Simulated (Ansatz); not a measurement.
Base system: Ag2S (space group Cmcm, No. 63; a = 4.651 Å, b = 6.940 Å, c = 7.215 Å; a cell from a computed database, its experimental status unchecked).

Perturbation: the cell is scaled by 0.9647 in all directions; the atoms relax in the strained cell.

Computed with DFT with PBEsol, PAW potentials and a 420 eV plane-wave cutoff in Ansatz (a quantum-chemistry and plane-wave program), scalar-relativistic without spin-orbit coupling, earlier PAW set.

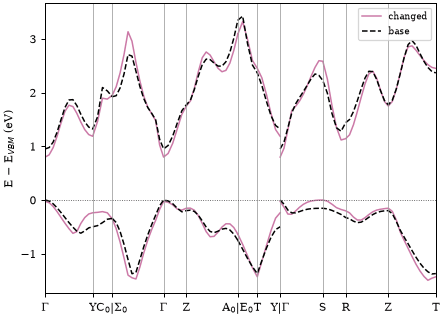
Figure. Highest valence and lowest conduction band along the path, each from its own valence-band maximum

Problem. Read the changed gap and its character from the plot.

Solution. About 0.8 eV, indirect, S → Γ.

No phonon test of stability was made. The base started in P2_1/c and relaxed to Cmcm at this level. This is not the structure that Ag2S has at room temperature and ambient pressure.
